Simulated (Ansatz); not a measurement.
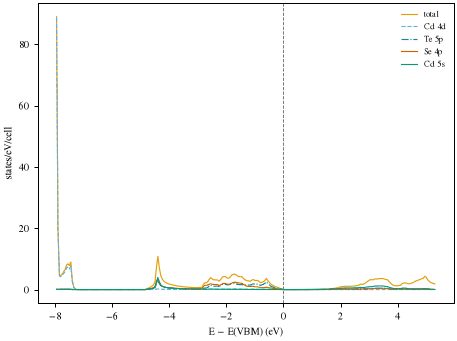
*Total and projected density of states of Cd2TeSe in space group P-4m2 (No. 115; Cd on 2g, Te on 1d, Se on 1b), LDA in the plane-wave PAW code Ansatz*

**Question.** Which orbitals carry the states next to the gap?

**Answer.** Top 1 eV of the valence band: Te 5p 63 %, Se 4p 27 %. Bottom 1 eV of the conduction band: Cd 5s 49 %, Te 5p 14 %, Se 4p 13 %, Te 5s 8 %, Se 4s 8 %, outside the projected shells 7 %. Projections are on Löwdin-orthogonalised atomic valence shells; empty p or d shells of many metals are not among them.

The workflow started from a Materials Project entry (that database holds measured and hypothetical structures alike); the Crystallography Open Database copy checked does not list it. Its standing as an ambient phase is unchecked. Symmetry was held in the LDA relaxation; of distortions, only those at the zone centre were tested. Spin–orbit coupling is left out wherever it is not named.

Potentials: the later of the program's two PAW sets.
